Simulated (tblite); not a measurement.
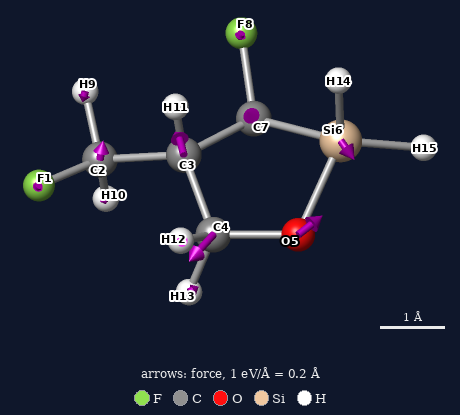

Starting geometry of C4H7F2OSi (multiplicity 2) with the computed forces as purple arrows. Style: ball-and-stick. Shown at a tilt.

Level of theory: GFN2-xTB geometry optimisation, gas phase in tblite. 

Is this structure relaxed? If not, where do the atoms go?

It isn't relaxed: the largest force vector, on C4, is 3.76 eV/Å. The final displacements have little in common with the starting forces (cosine between the two patterns 0.18). Over 96 geometry steps the energy falls by 103.3 kJ/mol. H14 moves most after the best rigid fit: 0.98 Å. Largest moves by element: H 0.98 Å, C 0.76 Å, F 0.65 Å, O 0.25 Å, Si 0.14 Å. Among the contacts that change: C3–C4 1.457 → 1.544 Å, O5–Si6 1.710 → 1.637 Å, C3–C7 1.541 → 1.485 Å, C4–H12 1.146 → 1.093 Å. Among the angles between lasting bonds that change: Si6–C7–F8 112.8° → 130.9°, C3–C7–Si6 93.9° → 111.6°, C4–O5–Si6 108.7° → 118.0°.
